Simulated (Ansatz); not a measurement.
# AlSiH2 (quartet): correlated methods under varied settings at distance Si1–Al2 = 8.300 Å

Aim: run AlSiH2 (quartet) at one geometry under a spread of methods and options, and see what each costs and gives.

The runs use Ansatz 0.2.0, Gaussian basis; the settings change from run to run.

36 further runs of the same task are left out: 14 for a known fault of the program, 14 that didn't finish, 8 set aside as unsound or not needed.

## 1. What is computed

The geometry derives from a PBE0/def2-TZVP stationary point (not a proven minimum). One bond is set to the value named and the two fragments are kept rigid.

4 atoms, charge 0, spin multiplicity 4.

Atoms are counted from 1 here; the program's logs count them from 0.

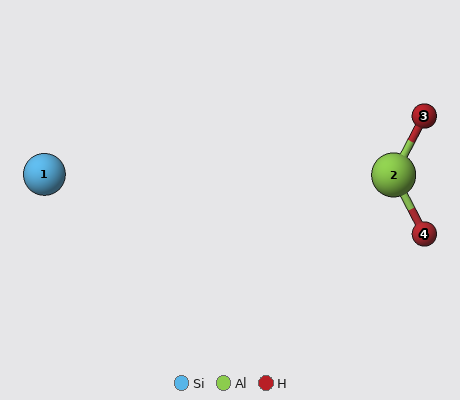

The structure; silicon blue, aluminium green, hydrogen red; atoms are numbered from 1 in the order of the file.

Geometry (Å):

```xyz
4

Si    0.0000    0.0000    6.5893
Al    0.0000    0.0000   -1.7107
H     0.0000    1.4055   -2.4393
H     0.0000   -1.4055   -2.4393
```

## 2. CCSD on UHF/cc-pVDZ

in.yaml reads:

```yaml
crystal:
  periodic: [false, false, false]
  atoms:
    - {symbol: Si, position_ang: [0.000000, 0.000000, 6.589325]}
    - {symbol: Al, position_ang: [0.000000, 0.000000, -1.710675]}
    - {symbol: H, position_ang: [0.000000, 1.405470, -2.439325]}
    - {symbol: H, position_ang: [0.000000, -1.405470, -2.439325]}
basis:
  gaussian: {orbitals: cc-pVDZ}
magnetization: {spin_polarized: true, initial_magnetization: 3}
correlation: {method: ccsd, electrons: valence}
accuracy: high
```

Run with:

```sh
> ansatz run in.yaml --threads 1 --pin off --events-out ev --progress --plain --max-ram 2393MiB
```

Output (excerpt; [...] marks lines left out):

```text
Functional definition: HF
  name "HF"
  cite "Fock, Z. Phys. 61, 126 (1930) doi:10.1007/BF01340294"
  parent pbe
[...]
850 factors; integrals over basis functions are off by at most 2.2e-8 eV
[...]
mean field -14473.05967185 eV, -531.8751327483 hartree, gradient 1.0e-8 eV, S^2 3.763994; 17 other end points of the search recorded, 0 dependent functions left out
determinant -14473.05967185 eV, -531.8751327483 hartree, with singles and doubles -14476.84656903 eV, -532.0142986529 hartree
determinant -14473.05856026 eV, -531.8750918983 hartree, with singles and doubles -14476.84542814 eV, -532.0142567260 hartree
determinant -14473.05801360 eV, -531.8750718087 hartree, with singles and doubles -14476.84495108 eV, -532.0142391941 hartree
determinant -14471.29920443 eV, -531.8104367638 hartree, with singles and doubles -14475.28179849 eV, -531.9567943961 hartree
determinant -14471.29896413 eV, -531.8104279330 hartree, with singles and doubles -14475.28154781 eV, -531.9567851836 hartree
determinant -14471.28934957 eV, -531.8100746045 hartree, with singles and doubles -14475.27341438 eV, -531.9564862858 hartree
determinant -14470.44386062 eV, -531.7790034587 hartree, with singles and doubles -14473.11528260 eV, -531.8771764058 hartree
determinant -14473.05967185 eV, -531.8751327483 hartree, with singles and doubles -14476.84673282 eV, -532.0143046719 hartree
determinant -14473.05856026 eV, -531.8750918983 hartree, with singles and doubles -14476.84559252 eV, -532.0142627668 hartree
determinant -14473.05801360 eV, -531.8750718087 hartree, with singles and doubles -14476.84511602 eV, -532.0142452556 hartree
10 core orbitals not correlated: weight in the atoms' cores, before any rotation towards them, 1.000 or more for the frozen orbitals, at most 0.000 for the correlated occupied ones
reference -14473.05967185 eV, -531.8751327483 hartree; 6, 3 occupied and 30, 33 virtual orbitals, 850 factors
second order -2.74176695 eV of doubles, -0.00000000 eV of singles
cycle   1  -3.78706301 eV  change   -2.0e-6 eV  update   2.2e-6
[...]
cycle  14  -3.78706283 eV  change   3.8e-10 eV  update  5.1e-10
Total energy: -14476.84673468 eV, -532.0143047404 hartree
```

It took 6 s on 1 thread of Intel Xeon 6975P-C, shared host.

From the report: ⟨S²⟩ of the determinant 3.764 (pure quartet: 3.75); correlation -3.7871 eV; T1 0.012; largest double amplitude 0.11.

## 3. CASSCF(7,8)/6-31G

in.yaml, as its differences from that of step 2:

```diff
@@ -8,5 +8,4 @@
 basis:
-  gaussian: {orbitals: cc-pVDZ}
-magnetization: {spin_polarized: true, initial_magnetization: 3}
-correlation: {method: ccsd, electrons: valence}
-accuracy: high
+  gaussian: {orbitals: 6-31G}
+magnetization: {spin_polarized: false, initial_magnetization: 3}
+correlation: {active_space: {window: {electrons: 7, orbitals: 8}, states: [{multiplicity: 4, weights: [1, 1, 1]}, {multiplicity: 6, weights: [1]}]}}
```

Same command.

Output (excerpt; [...] marks lines left out):

```text
Functional definition: HF
  name "HF"
  cite "Fock, Z. Phys. 61, 126 (1930) doi:10.1007/BF01340294"
  parent pbe
[...]
578 factors; integrals over basis functions are off by at most 6.4e-8 eV
[...]
mean field -14471.45884447 eV, -531.8163034272 hartree, gradient 6.9e-6 eV, S^2 3.750000; 13 other end points of the search recorded, 0 dependent functions left out
reference -14471.45884447 eV, -531.8163034272 hartree; 16, 13 occupied and 14, 17 virtual orbitals, 578 factors
state -14472.19872416 eV, -531.8434935044 hartree
state -14472.19822100 eV, -531.8434750136 hartree
state -14472.19763270 eV, -531.8434533939 hartree
state -14469.38279480 eV, -531.7400100090 hartree
Total energy: -14471.49434317 eV, -531.8176079802 hartree
```

Run time: 16 s. Hardware: 1 thread of Intel Xeon 6975P-C, shared host.

From the report: 1,568 determinants; active occupations (of the averaged states) 1.97, 1.72, 1.00, 0.76, 0.76, 0.76, 0.02, 0.00.

## 4. MRCISD+Q(7,5)/6-31G*

in.yaml reads:

```yaml
crystal:
  periodic: [false, false, false]
  atoms:
    - {symbol: Si, position_ang: [0.000000, 0.000000, 6.589325]}
    - {symbol: Al, position_ang: [0.000000, 0.000000, -1.710675]}
    - {symbol: H, position_ang: [0.000000, 1.405470, -2.439325]}
    - {symbol: H, position_ang: [0.000000, -1.405470, -2.439325]}
basis:
  gaussian: {orbitals: "6-31G*"}
magnetization: {spin_polarized: false, initial_magnetization: 3}
hamiltonian: {pseudopotentials: {relativity: none}}
correlation: {method: fic_mrcisd_q, electrons: outside_noble_gas, active_space: {window: {electrons: 7, orbitals: 5}}}
```

The command is unchanged.

Output (excerpt; [...] marks lines left out):

```text
Functional definition: HF
  name "HF"
  cite "Fock, Z. Phys. 61, 126 (1930) doi:10.1007/BF01340294"
  parent pbe
[...]
394 factors; integrals over basis functions are off by at most 6.0e-4 eV
[...]
mean field -14472.02348805 eV, -531.8370536961 hartree, gradient 2.2e-6 eV, S^2 3.750000; 12 other end points of the search recorded, 0 dependent functions left out
reference -14472.02348805 eV, -531.8370536961 hartree; 16, 13 occupied and 26, 29 virtual orbitals, 394 factors
state -14472.02348807 eV, -531.8370536966 hartree
contracted CI cycle   1: correlation 0.00000000 eV, 0.0000000000 hartree, residual 1.09e1 eV
contracted CI cycle   2: correlation -2.83101311 eV, -0.1040378127 hartree, residual 1.93e0 eV
contracted CI cycle   3: correlation -2.95540435 eV, -0.1086091066 hartree, residual 6.75e-1 eV
contracted CI cycle   4: correlation -2.96898346 eV, -0.1091081296 hartree, residual 2.23e-1 eV
contracted CI cycle   5: correlation -2.97045386 eV, -0.1091621659 hartree, residual 6.25e-2 eV
contracted CI cycle   6: correlation -2.97056303 eV, -0.1091661779 hartree, residual 1.57e-2 eV
contracted CI cycle   7: correlation -2.97056996 eV, -0.1091664327 hartree, residual 4.42e-3 eV
contracted CI cycle   8: correlation -2.97057049 eV, -0.1091664522 hartree, residual 1.17e-3 eV
contracted CI cycle   9: correlation -2.97057053 eV, -0.1091664533 hartree, residual 3.31e-4 eV
state -14472.02348807 eV, -531.8370536966 hartree; corrected -14475.26097031 eV, -531.9560289744 hartree
WARN: 2 active orbitals are nearly empty or full. The corrections depend on them more than the energy does, and are more stable in an active space without them
Total energy: -14475.26097031 eV, -531.9560289744 hartree
```

Run time: 2.8 s. Hardware: 1 thread of Intel Xeon 6975P-C, shared host.

From the report: 4 determinants; active occupations 2.00, 2.00, 1.00, 1.00, 1.00. The report marks this result as in doubt.

## 5. BCCD(T) on ROHF/def2-SVPD

in.yaml reads:

```yaml
crystal:
  periodic: [false, false, false]
  atoms:
    - {symbol: Si, position_ang: [0.000000, 0.000000, 6.589325]}
    - {symbol: Al, position_ang: [0.000000, 0.000000, -1.710675]}
    - {symbol: H, position_ang: [0.000000, 1.405470, -2.439325]}
    - {symbol: H, position_ang: [0.000000, -1.405470, -2.439325]}
basis:
  gaussian: {orbitals: def2-SVPD}
magnetization: {spin_polarized: false, initial_magnetization: 3}
correlation: {method: bccd_t, electrons: outside_noble_gas, diis_vectors: 2}
```

Launched as before.

Output (excerpt; [...] marks lines left out):

```text
Functional definition: HF
  name "HF"
  cite "Fock, Z. Phys. 61, 126 (1930) doi:10.1007/BF01340294"
  parent pbe
[...]
600 factors; integrals over basis functions are off by at most 1.0e-3 eV
[...]
mean field -14468.24353088 eV, -531.6981428322 hartree, gradient 4.9e-11 eV, S^2 3.750000; 16 other end points of the search recorded, 0 dependent functions left out
[...]
determinant -14468.24353088 eV, -531.6981428322 hartree, with singles and doubles -14472.32032444 eV, -531.8479622320 hartree
determinant -14468.24206943 eV, -531.6980891247 hartree, with singles and doubles -14472.31946125 eV, -531.8479305103 hartree
determinant -14468.24155187 eV, -531.6980701048 hartree, with singles and doubles -14472.31902712 eV, -531.8479145566 hartree
determinant -14466.36703995 eV, -531.6291830622 hartree, with singles and doubles -14470.74821291 eV, -531.7901881991 hartree
[...]
determinant -14468.24353088 eV, -531.6981428322 hartree, with singles and doubles -14472.29519936 eV, -531.8470389025 hartree
determinant -14468.24206943 eV, -531.6980891247 hartree, with singles and doubles -14472.29428404 eV, -531.8470052652 hartree
determinant -14468.24155187 eV, -531.6980701048 hartree, with singles and doubles -14472.29384969 eV, -531.8469893029 hartree
10 core orbitals not correlated: weight in the atoms' cores, before any rotation towards them, 1.000 or more for the frozen orbitals, at most 0.000 for the correlated occupied ones
reference -14468.24353088 eV, -531.6981428322 hartree; 6, 3 occupied and 48, 51 virtual orbitals, 600 factors
second order -2.90813415 eV of doubles, -0.07756695 eV of singles
cycle   1  -4.05514364 eV  change   -3.5e-3 eV  update   2.7e-3
[...]
cycle   7  -4.05294464 eV  change   -2.0e-6 eV  update   5.5e-6
perturbative correction -0.07134479 eV, -0.0026218727 hartree
Total energy: -14472.36782031 eV, -531.8497076732 hartree
```

It took 8.5 s on 1 thread of Intel Xeon 6975P-C, shared host.

From the report: correlation -4.1243 eV; largest double amplitude 0.10.

## 6. BCCD(T)/6-31++G**

in.yaml, as its differences from that of step 5:

```diff
@@ -8,4 +8,6 @@
 basis:
-  gaussian: {orbitals: def2-SVPD}
+  gaussian: {orbitals: "6-31++G**", point_charges: [{charge: 0.50, position_ang: [3.396, -0.037, 0.518]}]}
 magnetization: {spin_polarized: false, initial_magnetization: 3}
-correlation: {method: bccd_t, electrons: outside_noble_gas, diis_vectors: 2}
+hamiltonian: {xc: {name: PBE}}
+correlation: {method: bccd_t, electrons: outside_noble_gas}
+output: {forces: true}
```

Same command.

Output (excerpt; [...] marks lines left out):

```text
Functional definition: PBE
  name "PBE"
  cite "Perdew, Burke & Ernzerhof, Phys. Rev. Lett. 77, 3865 (1996) doi:10.1103/PhysRevLett.77.3865"
  parent pbe
[...]
484 factors; integrals over basis functions are off by at most 1.1e-3 eV
[...]
mean field -14492.75900287 eV, -532.5990698107 hartree, gradient 2.8e-10 eV, S^2 3.750000; 11 other end points of the search recorded, 0 dependent functions left out
[...]
10 core orbitals not correlated: weight in the atoms' cores, before any rotation towards them, 1.000 or more for the frozen orbitals, at most 0.000 for the correlated occupied ones
reference -14471.70657238 eV, -531.8254072599 hartree; 6, 3 occupied and 42, 45 virtual orbitals, 484 factors
second order -2.69906480 eV of doubles, -0.21922571 eV of singles
cycle   1  -3.50728386 eV  change   -5.9e-1 eV  update   6.4e-2
[...]
cycle  70  -3.75049333 eV  change  -4.9e-10 eV  update  4.7e-10
perturbative correction -0.05357192 eV, -0.0019687317 hartree
[...]
Total energy: -14475.51063763 eV, -531.9652040794 hartree
Atom 0 at     0.000000     0.000000     6.589325 Å, force     0.002831    -0.000030    -0.005892 eV/Å
Atom 1 at     0.000000     0.000000    -1.710675 Å, force     0.217278     0.001844     0.211209 eV/Å
Atom 2 at     0.000000     1.405470    -2.439325 Å, force    -0.096930     0.015743    -0.117209 eV/Å
Atom 3 at     0.000000    -1.405470    -2.439325 Å, force    -0.095677    -0.017338    -0.118304 eV/Å
Dipole moment:    -0.173290     0.001817     0.018545 e Å
```

Run time: 29 s. Hardware: 1 thread of Intel Xeon 6975P-C, shared host; peak memory 0.33 GiB.

From the report: correlation -3.8041 eV; largest double amplitude 0.08.

## 7. All runs side by side

Where basis and cores are those of an earlier UCCSDT(Q)/cc-pVDZ run (-14476.9269 eV), and the state is the same kind, the miss against it is given. † marks a result that the program doubts.

| level | correlated | functions | energy (eV) | from UCCSDT(Q) (meV) | time |
| --- | --- | --- | --- | --- | --- |
| CCSD on UHF/cc-pVDZ | valence | 46 | -14476.8467 | 80.2 | 6 s |
| CASSCF(7,8)/6-31G (mean of several states) |  | 30 | -14471.4943 |  | 16 s |
| MRCISD+Q(7,5)/6-31G* † | outside noble gas | 42 | -14475.2610 |  | 2.8 s |
| BCCD(T) on ROHF/def2-SVPD | outside noble gas | 64 | -14472.3678 |  | 8.5 s |
| BCCD(T)/6-31++G** (beside a point charge, on PBE orbitals) | outside noble gas | 58 | -14475.5106 |  | 29 s |

## 8. What came out

```
quantity                                                             value
    runs                                                                 5
quickest                                     MRCISD+Q(7,5)/6-31G* †, 2.8 s
 slowest  BCCD(T)/6-31++G** (beside a point charge, on PBE orbitals), 29 s
```

In words: Total energies in different bases, with other cores or another treatment of relativity can't be set against each other. BCCD(T)/6-31++G** (beside a point charge, on PBE orbitals) took 10 times as long as MRCISD+Q(7,5)/6-31G* †; the jobs differ in more than the method.
